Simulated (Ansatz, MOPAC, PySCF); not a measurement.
NH3 (SMILES N) and SO2 (SMILES O=S=O) are pulled apart as rigid monomers along the line of their centres of mass, from the B3LYP-D3(BJ)/def2-TZVP minimum. Starting geometry (charge 0, multiplicity 1):
```xyz
7

N      0.01650     0.00068     0.62235
H     -0.30499    -0.92670     0.36976
H     -0.77808     0.63016     0.63148
H      0.67795     0.32053    -0.07512
O     -0.22254     0.94553     3.55412
S      0.63945    -0.14474     3.16198
O      0.12810    -1.48524     3.32621
```

Interaction energies with rigid monomers; basis-set methods are counterpoise corrected unless marked otherwise.

Rows in 3-21G, 6-31G* carry no dispersion term and start afresh at each structure (6-31G* with six Cartesian d functions). The state reached by PM3 isn't checked.

Run with Ansatz (a quantum-chemistry and plane-wave program) with Gaussian orbitals; MOPAC for PM3 (differences of heats of formation); PySCF for 3-21G rows, 6-31G* rows, the dispersion terms. 

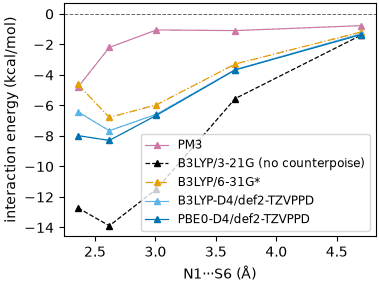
Figure: Interaction energy against separation

### Question
Which level binds most strongly at N1···S6 = 2.62, and by how much?

### Answer
B3LYP/3-21G (no counterpoise), -13.9 kcal/mol.
